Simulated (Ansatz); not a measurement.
**Run report: AlSbH$_{3}$, geometry relaxation (part 1 of 2)**

AlSbH$_{3}$, multiplicity 2, SMILES [AlH][SbH2], computed with UKS PBE0/def2-SVP (Ansatz 0.2.0).

It belongs to a series of runs on one base structure; here: end point A relaxed. Figures and captions count atoms from 1; the log counts them from 0 in places.

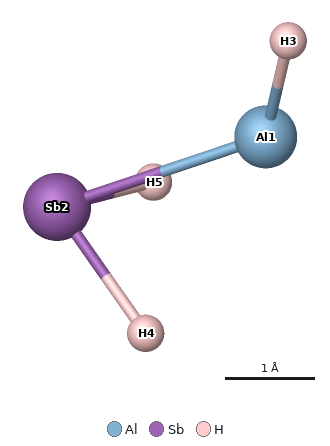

**Figure 1.** The input geometry (ball-and-stick view, seen at a tilt; atoms are numbered from 1 in the order of the input). Sticks mark near contacts. Bond lengths as drawn: Al–H 1.61 Å, Al–Sb 2.65 Å and H–Sb 1.75 to 1.76 Å.

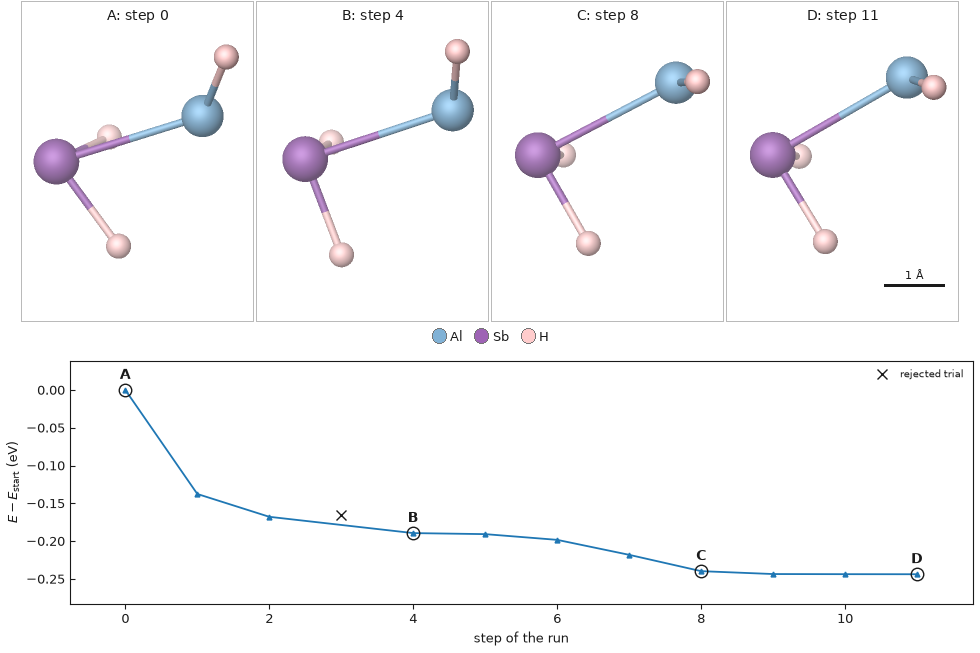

**Figure 2.** Frames of the relaxation (ball-and-stick view, seen at a tilt) above the curves, on which the letters mark them (the first geometry is step 0 here and step 1 in the log).

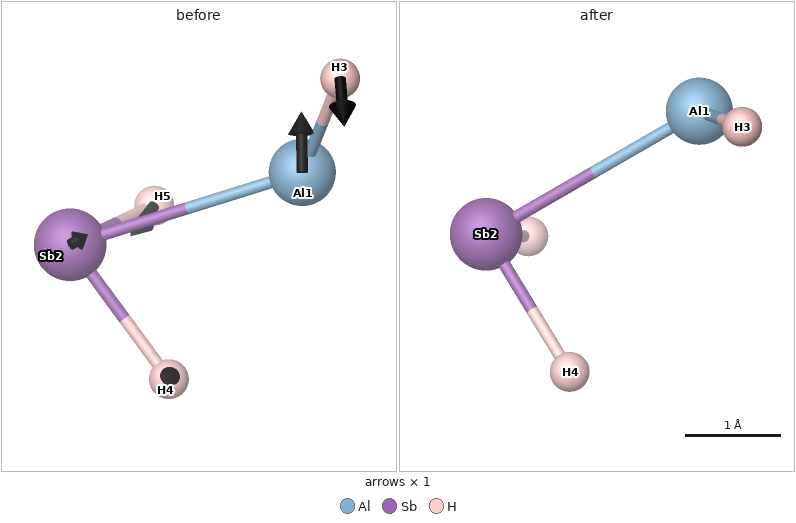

**Figure 3.** Before (left) and after (right) the relaxation, at one scale (ball-and-stick view, seen at a tilt). The black arrows give the displacements, at true length. Al1 moves most after the best rigid fit: 0.65 Å. By element the largest moves are Al 0.65 Å, H 0.56 Å, Sb 0.23 Å. Among the contacts that change: Sb2–H5 1.755 → 1.715 Å, Sb2–H4 1.756 → 1.722 Å, Al1–Sb2 2.650 → 2.680 Å. Among the angles that change: Al1–Sb2–H5 71.5° → 92.0°, Al1–Sb2–H4 71.5° → 86.2°, Sb2–Al1–H3 126.8° → 115.3°. After 11 geometry steps the energy has fallen by 0.244 eV. Largest force component: 0.56 eV/Å at the start, 0.008 eV/Å at the end. The line search rejected the trial step at point 3 (counted from 0) and went back. (Atoms are counted from 1 in the order of the input.)

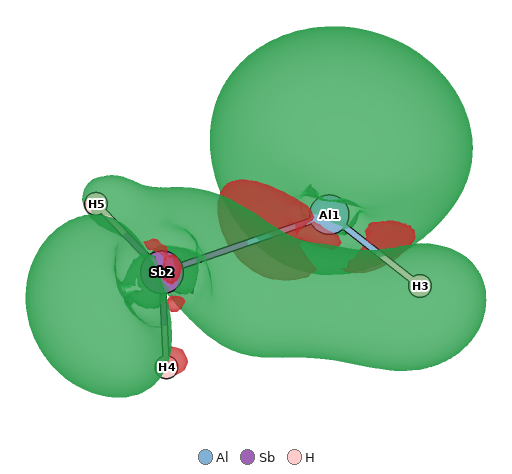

**Figure 4.** Isosurfaces of the spin density (α minus β) at +0.005 (green) and −0.005 e/Å³ (red), seen face on. The unpaired spin (1 electron) lies mostly on Al1 (about 0.7), Sb2 (about 0.2) and H3 (about 0.1), in electrons by Hirshfeld's partition.

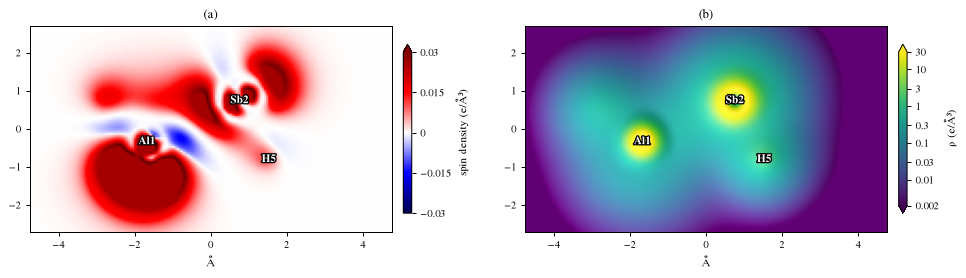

**Figure 5.** (a) spin density (α minus β); (b) electron density on the plane of atoms Al1, Sb2 and H5. Atoms in the plane: Al, Sb and H. Al–Sb (2.68 Å): ρ at the midpoint is about 0.42 e/Å³, with its minimum of 0.35 e/Å³ about 0.9 Å from Al. The unpaired spin (1 electron) lies mostly on Al1 (about 0.7), Sb2 (about 0.2) and H3 (about 0.1), in electrons by Hirshfeld's partition.

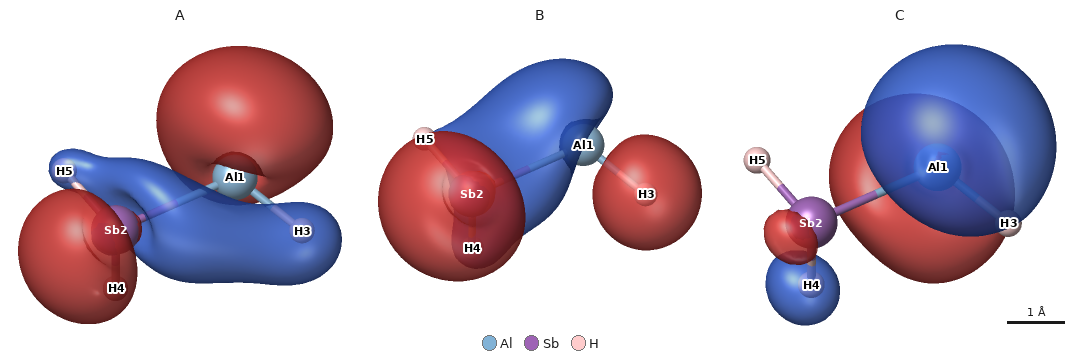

**Figure 6.** Three frontier orbitals at ±0.08 Å⁻³ᐟ² (red and blue are the two phases). B is the HOMO−1 (α) (−7.38 eV). Its weight (Hirshfeld) is mainly on Sb2 (50 %), Al1 (30 %) and H3 (15 %). A is the HOMO (α) (−5.40 eV). By Hirshfeld shares it lies mainly on Al1 (65 %) and Sb2 (30 %). C is the LUMO (α) (−2.12 eV). Its weight (Hirshfeld) is mainly on Al1 (80 %) and Sb2 (10 %). The HOMO–LUMO gap is 3.28 eV between the orbital energies.

The input that produced these results follows, with the program's output.

**Input**
```yaml
crystal:
  periodic: [false, false, false]
  atoms:
    - { symbol: Al, position_ang: [0.62112, -1.01063, 0.13002] }
    - { symbol: Sb, position_ang: [-0.80813, 1.21338, 0.3124] }
    - { symbol: H, position_ang: [1.02975, -1.99779, 1.3395] }
    - { symbol: H, position_ang: [-1.40805, 0.27615, -1.04611] }
    - { symbol: H, position_ang: [0.56531, 1.51889, -0.73581] }
magnetization:
  spin_polarized: true
  initial_magnetization: 1
basis:
  gaussian: { orbitals: def2-SVP }
hamiltonian:
  xc: pbe0
relax:
  f_tol: 0.015
  max_steps: 40
output:
  orbitals: {}
```

Launch command:
```bash
ansatz run input.yaml --threads 1 --pin off --max-ram 2048MiB --backend cpu --events-out ev --progress --plain --runs-dir out
```

**What the program printed**
```
The last accepted step is kept in [file] (removed where the run ends without a failure and the disk answers)
Engine: ansatz 0.2.0, x86_64-unknown-linux-gnu
Functional definition: PBE0
  parameter a = 0.25
  parameter kappa = 0.804
  parameter beta = 0.06672455060314922
  exchange = (1 - a)*pbe_x(kappa = kappa, mu = beta*pi^2/3) + a*exact_x
  correlation = pbe_c(beta = beta)
700 factors; integrals over basis functions are off by at most 3.0e-4 eV
mean field evaluation 1: about -13176.0292 eV, gradient 6.7e0 eV
mean field evaluation 2: about -13176.4188 eV, gradient 3.1e0 eV
mean field evaluation 4: about -13176.5119 eV, gradient 4.2e-1 eV
mean field evaluation 8: about -13176.5123 eV, gradient 1.2e-2 eV
mean field evaluation 16: about -13176.5123 eV, gradient 5.7e-5 eV
mean field -13176.51227275 eV, -484.2278946627 hartree, gradient 5.7e-5 eV, S^2 0.752447; 0 other end points of the search recorded, 0 dependent functions left out
the calculation of the forces begins
reference -13176.51230017 eV, -484.2278956704 hartree; 20, 19 occupied and 39, 40 virtual orbitals, 700 factors
relax step   1: F+E_penalty+E_count = -13176.51227275 eV  Δ(F+E_penalty+E_count) = +0.000e0 eV  max|allowed force component| = 5.641e-1 eV/Å  Δτ_max = 0.0000 Å  (26 SCF iters, accepted)
these checks for a lower state are left out or cut short: starts, cluster_reference, orbital_swaps, neighbouring_geometries, increment
700 factors; integrals over basis functions are off by at most 3.3e-4 eV
mean field -13176.64988291 eV, -484.2329517429 hartree, gradient 1.1e-5 eV, S^2 0.753277; 0 other end points of the search recorded, 0 dependent functions left out
the calculation of the forces begins
reference -13176.64991063 eV, -484.2329527617 hartree; 20, 19 occupied and 39, 40 virtual orbitals, 700 factors
relax step   2: F+E_penalty+E_count = -13176.64988291 eV  Δ(F+E_penalty+E_count) = -1.376e-1 eV  max|allowed force component| = 1.919e-1 eV/Å  Δτ_max = 0.1950 Å  (30 SCF iters, accepted)
these checks for a lower state are left out or cut short: starts, cluster_reference, orbital_swaps, neighbouring_geometries, increment
700 factors; integrals over basis functions are off by at most 3.5e-4 eV
mean field -13176.68010209 eV, -484.2340622772 hartree, gradient 1.7e-5 eV, S^2 0.754116; 0 other end points of the search recorded, 0 dependent functions left out
the calculation of the forces begins
reference -13176.68012929 eV, -484.2340632767 hartree; 20, 19 occupied and 39, 40 virtual orbitals, 700 factors
relax step   3: F+E_penalty+E_count = -13176.68010209 eV  Δ(F+E_penalty+E_count) = -3.022e-2 eV  max|allowed force component| = 4.713e-1 eV/Å  Δτ_max = 0.1992 Å  (30 SCF iters, accepted)
these checks for a lower state are left out or cut short: starts, cluster_reference, orbital_swaps, neighbouring_geometries, increment
700 factors; integrals over basis functions are off by at most 3.4e-4 eV
mean field evaluation 32: about -13176.6784 eV, gradient 5.6e-2 eV
mean field -13176.67758390 eV, -484.2339697354 hartree, gradient 1.3e-5 eV, S^2 0.753800; 0 other end points of the search recorded, 0 dependent functions left out
the calculation of the forces begins
reference -13176.67761145 eV, -484.2339707481 hartree; 20, 19 occupied and 39, 40 virtual orbitals, 700 factors
relax step   4: F+E_penalty+E_count = -13176.67758390 eV  Δ(F+E_penalty+E_count) = +2.518e-3 eV  max|allowed force component| = 3.927e-1 eV/Å  Δτ_max = 0.1106 Å  (30 SCF iters, rejected (line search))
these checks for a lower state are left out or cut short: starts, cluster_reference, orbital_swaps, neighbouring_geometries, increment
700 factors; integrals over basis functions are off by at most 3.5e-4 eV
mean field -13176.70165731 eV, -484.2348544170 hartree, gradient 1.5e-5 eV, S^2 0.753864; 0 other end points of the search recorded, 0 dependent functions left out
the calculation of the forces begins
reference -13176.70168480 eV, -484.2348554271 hartree; 20, 19 occupied and 39, 40 virtual orbitals, 700 factors
relax step   5: F+E_penalty+E_count = -13176.70165731 eV  Δ(F+E_penalty+E_count) = -2.156e-2 eV  max|allowed force component| = 8.747e-2 eV/Å  Δτ_max = 0.0539 Å  (30 SCF iters, accepted)
these checks for a lower state are left out or cut short: starts, cluster_reference, orbital_swaps, neighbouring_geometries, increment
700 factors; integrals over basis functions are off by at most 3.5e-4 eV
mean field -13176.70302974 eV, -484.2349048529 hartree, gradient 1.0e-5 eV, S^2 0.753875; 0 other end points of the search recorded, 0 dependent functions left out
the calculation of the forces begins
reference -13176.70305732 eV, -484.2349058662 hartree; 20, 19 occupied and 39, 40 virtual orbitals, 700 factors
relax step   6: F+E_penalty+E_count = -13176.70302974 eV  Δ(F+E_penalty+E_count) = -1.372e-3 eV  max|allowed force component| = 2.495e-2 eV/Å  Δτ_max = 0.0291 Å  (30 SCF iters, accepted)
these checks for a lower state are left out or cut short: starts, cluster_reference, orbital_swaps, neighbouring_geometries, increment
700 factors; integrals over basis functions are off by at most 3.7e-4 eV
mean field -13176.71060368 eV, -484.2351831899 hartree, gradient 9.7e-6 eV, S^2 0.753830; 0 other end points of the search recorded, 0 dependent functions left out
the calculation of the forces begins
reference -13176.71063111 eV, -484.2351841980 hartree; 20, 19 occupied and 39, 40 virtual orbitals, 700 factors
```
